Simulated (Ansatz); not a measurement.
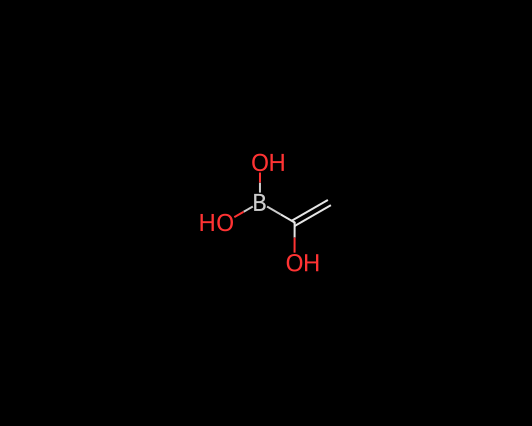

A structural formula.

**Write the SMILES.**

C=C(O)B(O)O

**What is the molecular formula?**

C2H5BO3.

**An optimisation with PBE0-D4/def2-TZVP gave a structure of which point group?**

Cs. Other conformers may differ.

More results for the same structure follow; atom numbers are the same in all pictures, views and colours differ. The computed structure is the end point of a PBE0-D4/def2-TZVP optimisation. No frequency run is at hand to confirm it as a minimum.

## Electronic properties

No frequency run is at hand to confirm it as a minimum. Properties computed with RKS PBE0-D4/def2-TZVPP (Ansatz 0.2.0).

Computed properties:

- HOMO energy (Kohn–Sham orbital): −6.94 eV
- LUMO energy (Kohn–Sham orbital): −0.37 eV
- HOMO–LUMO gap: 6.57 eV
- dispersion correction: −16.4 kJ/mol

## Dipole moment

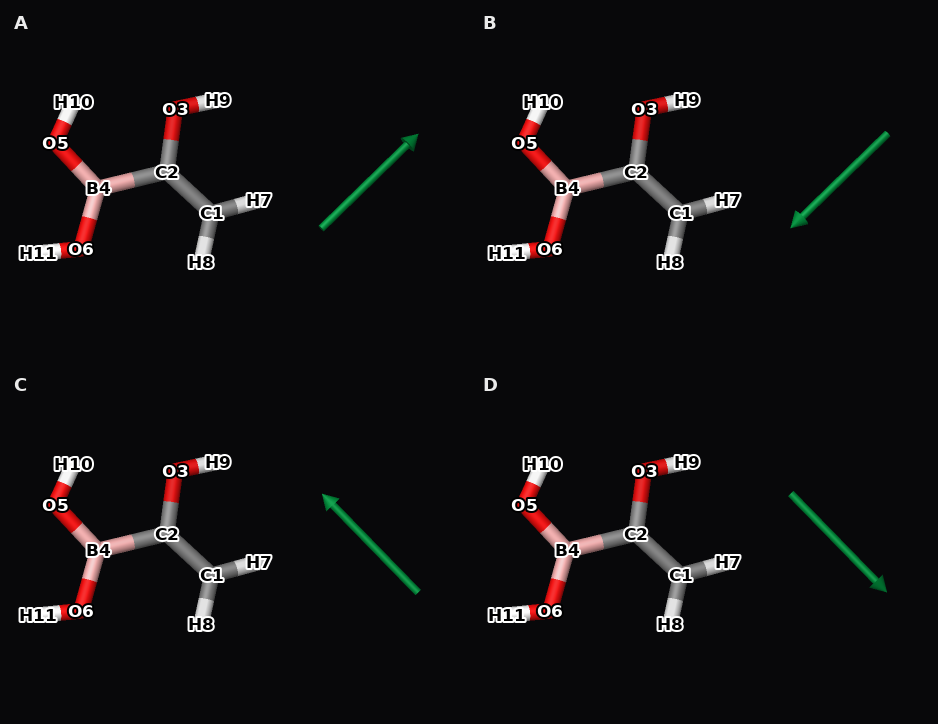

The same molecule four times, each with an arrow. No frequency run is at hand to confirm it as a minimum. Level of theory: RKS PBE0-D4/def2-TZVP (Ansatz 0.2.0).

**Which arrow points along the dipole moment, from the negative to the positive end?**

A. The dipole moment is 1.38 D; it points from the side of H11 to the side of H9 (the outermost atoms at the two ends).

## Charges

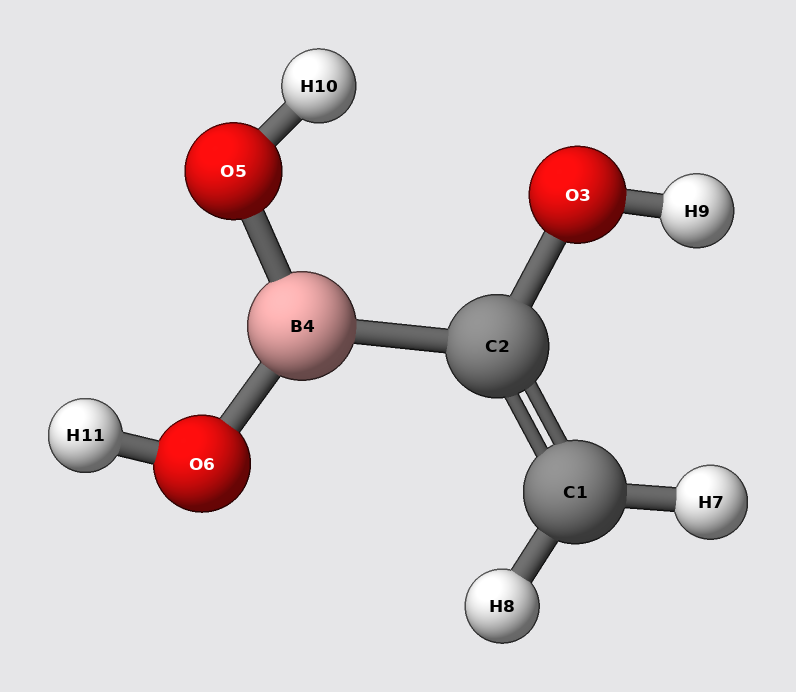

The questions are on Mulliken charges. No frequency run is at hand to confirm it as a minimum. Level of theory: RKS B3LYP-D4/def2-TZVPP (Ansatz 0.2.0).

**Which atom carries the highest charge (most positive or least negative)?**

B4 (0.32 e).

**And the lowest?**

O3 (−0.34 e).

Give the Mulliken charges atom by atom.

```
atom  value (e)
  C1      −0.25
  C2       0.10
  O3      −0.34
  B4       0.32
  O5      −0.30
  O6      −0.31
  H7       0.08
  H8       0.11
  H9       0.19
 H10       0.21
 H11       0.20
```

Mulliken values depend strongly on the basis set and can even reverse the polarity of a bond.
